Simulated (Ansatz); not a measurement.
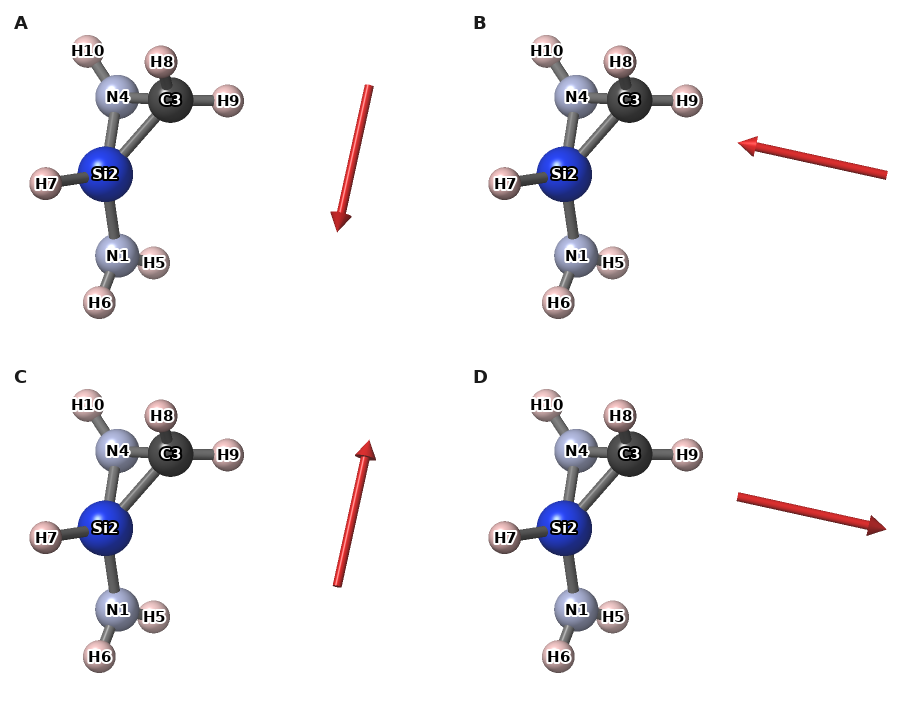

The same molecule four times, each with an arrow. Computed geometry: PBE0-D4/def2-TZVP optimisation. Properties computed with RKS PBE-D4/def2-TZVPP (Ansatz 0.2.0).

> Which arrow points along the dipole moment, from the negative to the positive end?

A. The dipole moment is 1.13 D; it points from the side of H10 to the side of H6 (the outermost atoms at the two ends).
